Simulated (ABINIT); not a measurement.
# A GW chain in ABINIT: SiC (F-43m), part 3 of 3

Wanted: ground state, empty states, screening and self-energy for SiC (F-43m).

ABINIT 10.8.3; LDA and many-body steps on it, plane waves. Known limits of the many-body steps: not at the basis limit.

So far. Step 4 (Empty states on the mesh, 6×6×6 mesh, 111 bands): On this mesh the gap is 1.327 eV. Step 5 (Screening, 6×6×6 mesh, 103 bands, screening to 244.9 eV): Local fields lower ε∞ by 8 %.

## 6. Self-energy, 6×6×6 mesh, 103 bands, screening to 244.9 eV

The self-energy is evaluated for the states that the input lists, and the levels follow from it, in one-shot runs by the linearised quasiparticle equation.

This step: G0W0 on LDA, plane waves, norm-conserving pseudopotentials.

run.abi

```
acell 3*1.0 Angstrom
rprim 
  -0.000000000000 2.179000000000 2.179000000000
  2.179000000000 -0.000000000000 2.179000000000
  2.179000000000 2.179000000000 -0.000000000000
ntypat 2
znucl 14 6
natom 2
typat 1 2
xred 
  0.000000000000 0.000000000000 0.000000000000
  0.250000000000 0.250000000000 0.250000000000
pp_dirpath "pseudos"
pseudos "Si.upf, C.upf"
ecut 37
ngkpt 6 6 6
nshiftk 1
shiftk 0 0 0
kptopt 1
chksymbreak 0
istwfk *1
occopt 1
irdwfk 1
optdriver 4
nband 103
gwcalctyp 0
ecutsigx 37
symsigma 1
nkptgw 3
kptgw 
  0.0000000000 0.0000000000 0.0000000000
  0.5000000000 0.5000000000 0.0000000000
  0.5000000000 0.0000000000 0.0000000000
bdgw 
  2 8
  3 6
  3 7
ecuteps 9
irdscr 1
ppmodel 1
indata_prefix "in"
outdata_prefix "out"
tmpdata_prefix "tmp"
```

Command:

```sh
OMP_NUM_THREADS=1 mpirun -n 8 abinit run.abi > log
```

Numbers of over 12 decimals in the logs are rounded to 6 here.

What it wrote:

```text
.Version 10.8.3 of ABINIT. v10.8.2 released Aug 2026.

 Symmetries : space group F-4 3 m (#216); Bravais cF (face-center cubic)
[... echo of the input left out ...]
== DATASET  1 ==================================================================
-   mpi_nproc: 8, omp_nthreads: 1 (-1 if OMP is not activated)

--- !DatasetInfo
iteration_state: {dtset: 1, }
dimensions: {natom: 2, nkpt: 16, mband: 103, nsppol: 1, nspinor: 1, nspden: 1, mpw: 1524, }
cutoff_energies: {ecut:  37.0, pawecutdg:  -1.0, }
electrons: {nelect:   8.00000000E+00, charge:   0.00000000E+00, occopt:   1.00000000E+00, tsmear:   1.00000000E-02, }

 SIGMA: Calculation of the GW corrections

 Based on a program developped by R.W. Godby, V. Olevano, G. Onida, and L. Reining.
 Incorporated in ABINIT by V. Olevano, G.-M. Rignanese, and M. Torrent.
.Using double precision arithmetic ; gwpc =  8

[... cell and pseudopotentials left out ...]
--------------------------------------------------------------------------------

 ==== K-mesh for the wavefunctions ====
 Number of points in the irreducible wedge :    16
[... list of points left out ...]
 Together with 24 symmetry operations and time-reversal symmetry
 yields   216 points in the full Brillouin Zone.

 ==== Q-mesh for screening function ====
 Number of points in the irreducible wedge :    16
[... list of points left out ...]
 Together with 24 symmetry operations and time-reversal symmetry
 yields   216 points in the full Brillouin Zone.

 vcoul_init : cutoff-mode = AUXILIARY_FUNCTION
 q-points for optical limit:   1
     1)      0.000010    0.000020    0.000030
 setmesh: FFT mesh size selected  =    32x   32x   32
          total number of points  =        32768

 Number of electrons calculated from density =    8.0000; Expected =    8.0000
 average of density, n =  0.057292
 r_s =    1.6092
 omega_plasma =   23.0888 [eV]

 === KS Band Gaps ===
  >>>> For spin  1
   Minimum direct gap =   4.5260 [eV], located at k-point      :   0.5000  0.5000  0.0000
   Fundamental gap    =   1.3272 [eV], Top of valence bands at :   0.0000  0.0000  0.0000
                                       Bottom of conduction at :   0.5000  0.5000  0.0000
 SIGMA fundamental parameters:
 PLASMON POLE MODEL  1
 number of plane-waves for SigmaX                 1459
 number of plane-waves for SigmaC and W            169
 number of plane-waves for wavefunctions          1459
 number of bands                                   103
 number of independent spin polarizations            1
 number of spinorial components                      1
 number of k-points in IBZ                          16
 number of q-points in IBZ                          16
 number of symmetry operations                      24
 number of k-points in BZ                          216
 number of q-points in BZ                          216
 number of frequencies for dSigma/dE                 9
 frequency step for dSigma/dE [eV]                0.25
 number of omega for Sigma on real axis              0
 max omega for Sigma on real axis  [eV]           0.00
 zcut for avoiding poles [eV]                     0.10

 EPSILON^-1 parameters (SCR file):
 dimension of the eps^-1 matrix on file            169
 dimension of the eps^-1 matrix used               169
 number of plane-waves for wavefunctions          1459
 number of bands                                   103
 number of q-points in IBZ                          16
 number of frequencies                               2
 number of real frequencies                          1
 number of imag frequencies                          1

 matrix elements of self-energy operator (all in [eV])

 Perturbative Calculation

--- !SelfEnergy_ee
iteration_state: {dtset: 1, }
kpoint     : [   0.000,    0.000,    0.000, ]
spin       : 1
KS_gap     :    6.285
QP_gap     :    7.245
Delta_QP_KS:    0.960
data: !SigmaeeData |
     Band     E0 <VxcDFT>   SigX SigC(E0)      Z dSigC/dE  Sig(E)    E-E0       E
        2   7.107 -14.825 -17.542   1.899   0.791  -0.264 -15.472  -0.647   6.460
        3   7.107 -14.825 -17.542   1.899   0.791  -0.264 -15.472  -0.647   6.460
        4   7.107 -14.825 -17.542   1.899   0.791  -0.264 -15.472  -0.647   6.460
        5  13.392 -13.266  -7.555  -5.314   0.788  -0.270 -12.953   0.313  13.705
        6  14.309 -11.391  -5.848  -5.136   0.804  -0.243 -11.064   0.327  14.637
        7  14.309 -11.391  -5.848  -5.136   0.804  -0.243 -11.064   0.327  14.637
        8  14.309 -11.391  -5.848  -5.136   0.804  -0.243 -11.064   0.327  14.637

--- !SelfEnergy_ee
iteration_state: {dtset: 1, }
kpoint     : [   0.500,    0.500,    0.000, ]
spin       : 1
KS_gap     :    4.526
QP_gap     :    5.686
Delta_QP_KS:    1.160
data: !SigmaeeData |
     Band     E0 <VxcDFT>   SigX SigC(E0)      Z dSigC/dE  Sig(E)    E-E0       E
        3   3.908 -13.522 -17.411   2.734   0.781  -0.280 -14.424  -0.902   3.005
        4   3.908 -13.522 -17.411   2.734   0.781  -0.280 -14.424  -0.902   3.005
        5   8.434 -10.689  -6.404  -3.969   0.819  -0.221 -10.431   0.258   8.692
        6  11.307 -10.929  -5.981  -4.429   0.821  -0.218 -10.503   0.426  11.733

--- !SelfEnergy_ee
iteration_state: {dtset: 1, }
kpoint     : [   0.500,    0.000,    0.000, ]
spin       : 1
KS_gap     :    6.446
QP_gap     :    7.544
Delta_QP_KS:    1.099
data: !SigmaeeData |
     Band     E0 <VxcDFT>   SigX SigC(E0)      Z dSigC/dE  Sig(E)    E-E0       E
        3   6.048 -14.410 -17.552   2.181   0.788  -0.269 -15.167  -0.757   5.291
        4   6.048 -14.410 -17.552   2.181   0.788  -0.269 -15.167  -0.757   5.291
        5  12.493 -12.249  -6.953  -4.871   0.804  -0.244 -11.907   0.342  12.835
        6  14.259 -11.096  -5.446  -5.107   0.809  -0.237 -10.657   0.438  14.697
        7  14.259 -11.096  -5.446  -5.107   0.809  -0.237 -10.657   0.438  14.697

== END DATASET(S) ==============================================================
================================================================================

 -outvars: echo values of variables after computation  --------
           etotal      0.0000000000E+00
            nband         103
             nkpt          16
          spgroup         216
 [... the other variables as echoed above ...]

 Calculation completed.
```

Wall time 8.1 s (8 MPI ranks of Arm Neoverse V2, shared host); peak memory 1.3 GiB; 64 s of CPU time.

Numbers from this step:

```
G0W0 gap on the points computed              : 2.232 eV
starting gap on the mesh                     : 1.327 eV
k of the valence top                         : 0, 0, 0
k of the conduction bottom                   : 0.5, 0.5, 0
Z at the valence top                         : 0.791
Z at the conduction bottom                   : 0.819
least direct G0W0 gap on the computed points : 5.687 eV
```

The gap on the mesh goes from 1.33 eV to 2.23 eV, a correction of +0.90 eV.

Limits: finite bands, cutoff and mesh. v1 is the top filled band, c1 the lowest empty one. Levels before and after the correction, in eV, zero at the valence-band top of each column:

|  | conduction bottom | valence top |
| --- | --- | --- |
| Kohn-Sham | 1.33 | 0.00 |
| G0W0 | 2.23 | 0.00 |

|  | level | energy (eV) |
| --- | --- | --- |
| Kohn-Sham | Γ v3-v1 | 0.000 |
| Kohn-Sham | Γ c1 | 6.285 |
| Kohn-Sham | Γ c2-c4 | 7.203 |
| Kohn-Sham | (0.5 0.5 0) v2-v1 | -3.199 |
| Kohn-Sham | (0.5 0.5 0) c1 | 1.327 |
| Kohn-Sham | (0.5 0.5 0) c2 | 4.200 |
| G0W0 | Γ v3-v1 | 0.000 |
| G0W0 | Γ c1 | 7.245 |
| G0W0 | Γ c2-c4 | 8.177 |
| G0W0 | (0.5 0.5 0) v2-v1 | -3.455 |
| G0W0 | (0.5 0.5 0) c1 | 2.232 |
| G0W0 | (0.5 0.5 0) c2 | 5.273 |

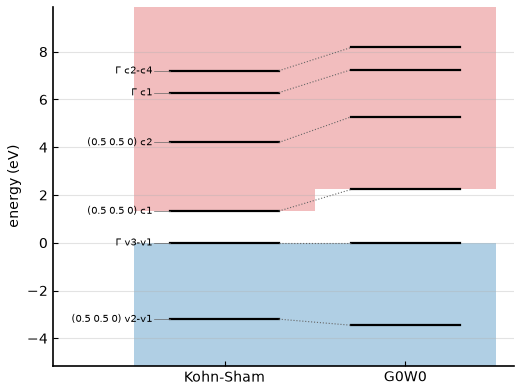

Levels before and after the correction. Shaded: valence and conduction bands.

## 7. Where the time went

Times are wall times on 8 MPI ranks of Arm Neoverse V2, shared host, good to a factor of about two.

| step | time | share | memory (GiB) |
| --- | --- | --- | --- |
| ground state | 2.4 s | 6 % | 0.07 |
| bands along the symmetry lines | 2.5 s | 6 % | 0.07 |
| empty states on the mesh | 7.2 s | 19 % | 1.5 |
| screening | 19 s | 48 % | 1.1 |
| self-energy | 8.1 s | 21 % | 1.3 |

## 8. What came out

* LDA gap: 1.33 eV, indirect
* G0W0 gap on the mesh: 2.23 eV
* GW settings: 6×6×6 mesh, 103 bands, screening to 244.9 eV, Godby-Needs plasmon pole
* known limits: not at the basis limit

**Reading.** G0W0 moves the gap on the mesh from 1.33 eV to 2.23 eV (+0.90 eV), with Z of 0.79 and 0.82 at the edges. Local fields lower the RPA ε∞ on this mesh from 7.86 to 7.19. Only 3 of the mesh's irreducible points were corrected, so a valley elsewhere could overtake. The dearest step here is «screening». Against experiment, by G0W0@LDA: the gap of 2.23 eV lies −0.17 eV from the measured 2.4 eV (indirect, 2018); the gap of 2.23 eV lies −0.16 eV from the measured 2.39 eV (kind not stated, quoted 2020). The calculation has static nuclei and no excitons; a measured gap holds zero-point and thermal motion, which mostly lowers it. Bands and cutoff are finite, so the gap is not at the basis limit. The miss can reach some tenths of an eV and take either sign; the mesh is an error of its own. In the G0W0 run levels were corrected at 3 k points alone, so a gap called «on the mesh» is the least over those, and an edge elsewhere would be missed.

[Paths, hosts, dates, memory and timing lines, banners, echoed tables and standing remarks are left out of the program output.]

[Logs are printed without paths, hosts, clocks, repeated set-up lines and the standing remarks that a program may print on its own settings, such as how far it seeks lower states.]

[Runs of the session that timed out or met a known fault of the program may be left out.]

[Hosts, paths, dates, database ids (printed as entryN), source tags and the programs' standing remarks are cut or masked in the printed files.]

[G0W0 gaps are taken among the corrected bands and points alone; a level outside them can change the order at an edge.]

[Where Ansatz stands beside ABINIT at settings called matched, ABINIT's density can come from a denser mesh and the files from another edition; pairs whose starting gaps differed by over 0.03 eV were left out, so agreement reads better than it is.]
